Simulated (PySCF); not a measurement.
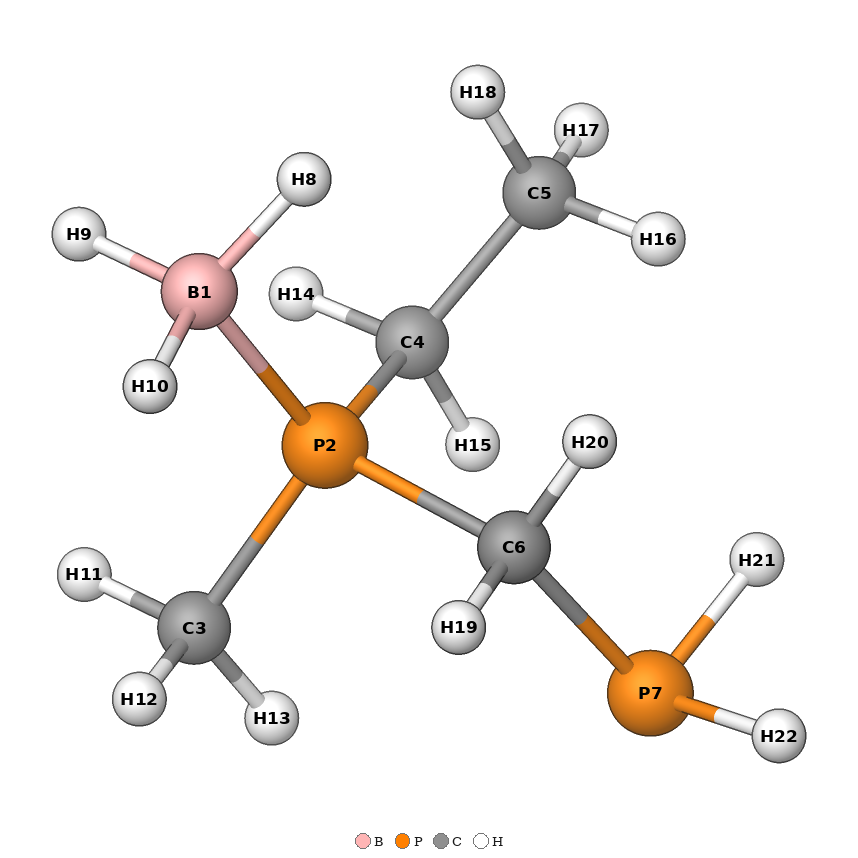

The computed structure is the end point of a PBE0-D3(BJ)/def2-SVP optimisation. No frequency run is at hand to confirm it as a minimum. Electric field gradients from the ground-state density, PBE0/pcSseg-1 (PySCF 2.14.0), non-relativistic apart from any core potentials.

Give the largest field-gradient component, the quadrupole coupling constant and the asymmetry for 11B at B1 (Q = 40.59 mb), 2H at H8 (Q = 2.86 mb), 2H at H9 (Q = 2.86 mb), 2H at H10 (Q = 2.86 mb), 2H at H11 (Q = 2.86 mb).

| atom | V_zz (a.u.) | e²qQ/h (MHz) | η |
| --- | --- | --- | --- |
| B1 | 0.145 | 1.38 | 0.03 |
| H8 | 0.199 | 0.134 | 0.05 |
| H9 | 0.197 | 0.133 | 0.05 |
| H10 | 0.197 | 0.133 | 0.06 |
| H11 | 0.294 | 0.197 | 0.02 |
